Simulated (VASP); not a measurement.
Band structure of CsBr (CsCl type). All values below come from PBE GGA with D3 dispersion (Becke-Johnson damping), VASP's PBE PAW potentials (set 64) (plane waves; VASP).

Unless said otherwise, spin-orbit coupling is left out, though it shifts the bands of the heavy elements here.

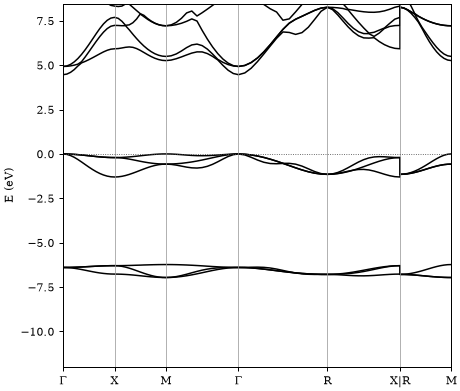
Bands along high-symmetry lines, zero at the valence-band maximum or, without a gap, the Fermi level

Q: Read the plot: is there a gap, and where are the band edges?

A: The gap is indirect, 4.46 eV, from the valence maximum at M to the conduction minimum at Γ. (Edges off the drawn lines would not show.)

Measured: gap 7.30 eV (computed value off by -2.84 eV), as given by Aguado et al., (1998), arXiv:cond-mat/9809176.

The compound is CsBr in the CsCl type structure. It was relaxed first.
